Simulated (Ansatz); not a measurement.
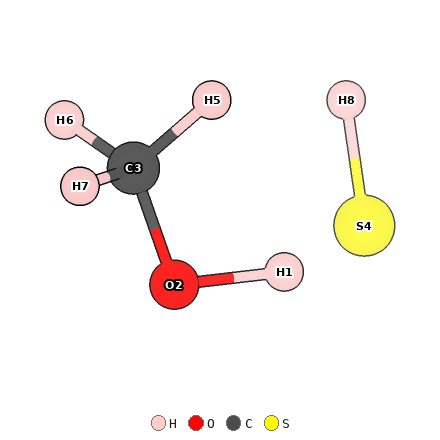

The system is the reacting system CH5OS (fragments CH₄O + HS where the first distance is long, H₂S + CH₃O where the second is long), spin multiplicity 2; the picture shows the reference structure. First axis: distance H1–S4 (bond that forms). Second axis: distance H1–O2 (bond that breaks). Relaxed at each point: all other coordinates. The scan uses an 8 × 8 grid. At 9 points there is no value. Points are written as (first, second). Energies: kcal/mol, counted from the lowest grid point. Energies and slopes of some neighbouring points disagree (a jump in structure or state, or too coarse a mesh). These are results of UKS PBE-D4/def2-SVP in Ansatz 0.2.0, not measurements.

Its coordinates:

```json
{"atom": "H", "x (Å)": "-1.1234", "y (Å)": "-0.3559", "z (Å)": "-0.4901"}
{"atom": "O", "x (Å)": "-0.0142", "y (Å)": "-0.3506", "z (Å)": "-1.0998"}
{"atom": "C", "x (Å)": "0.8985", "y (Å)": "0.4258", "z (Å)": "-0.3876"}
{"atom": "S", "x (Å)": "-2.0090", "y (Å)": "-1.1904", "z (Å)": "0.8262"}
{"atom": "H", "x (Å)": "0.4311", "y (Å)": "1.1723", "z (Å)": "0.2972"}
{"atom": "H", "x (Å)": "1.6163", "y (Å)": "-0.1961", "z (Å)": "0.2027"}
{"atom": "H", "x (Å)": "1.5250", "y (Å)": "0.9846", "z (Å)": "-1.1253"}
{"atom": "H", "x (Å)": "-1.3243", "y (Å)": "-0.4898", "z (Å)": "1.7768"}
```

Range: distance H1–S4 (bond that forms) from 1.224 to 3.024 Å; distance H1–O2 (bond that breaks) from 0.873 to 2.373 Å.

What landscape does the calculation give?

The lowest grid point is at (2.709 Å, 1.005 Å). Other grid points that lie below all their neighbours: (2.118 Å, 1.005 Å) (0.29 kcal/mol higher); (1.382 Å, 1.618 Å) (13 kcal/mol higher). The highest grid point, (1.224 Å, 0.873 Å), lies 90 kcal/mol above the lowest.

```csv
"second ↓, first →",1.224,1.382,1.600,1.848,2.118,2.406,2.709,3.024
2.373,–,–,24,47,–,–,–,–
2.110,21,14,23,44,65,–,90,–
1.858,22,14,21,39,58,72,80,–
1.618,23,13,18,32,47,57,63,65
1.393,28,13,13,21,30,36,40,40
1.186,38,16,7,8,11,14,15,15
1.005,58,28,9,2,0,0,0,1
0.873,90,52,26,14,9,8,7,8
```

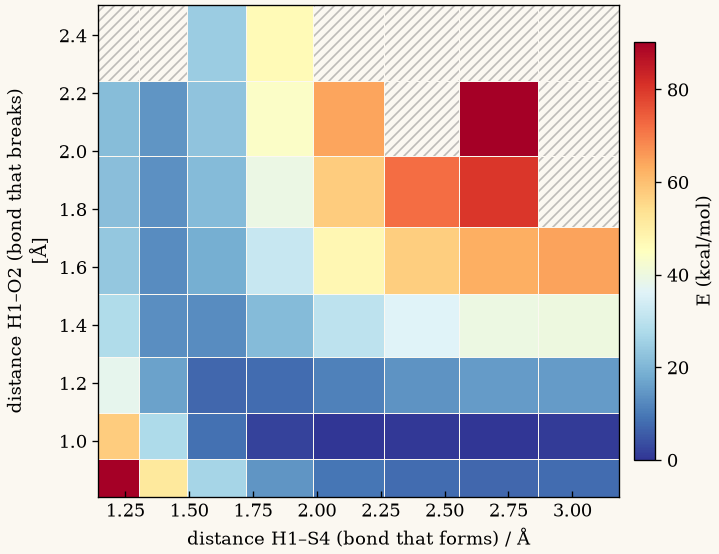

The picture shows one coloured cell a grid point, hatched blanks where no value was computed.

Time for the 55 points that were run: 39 min on 1 thread of Arm Neoverse V2, on a shared host.
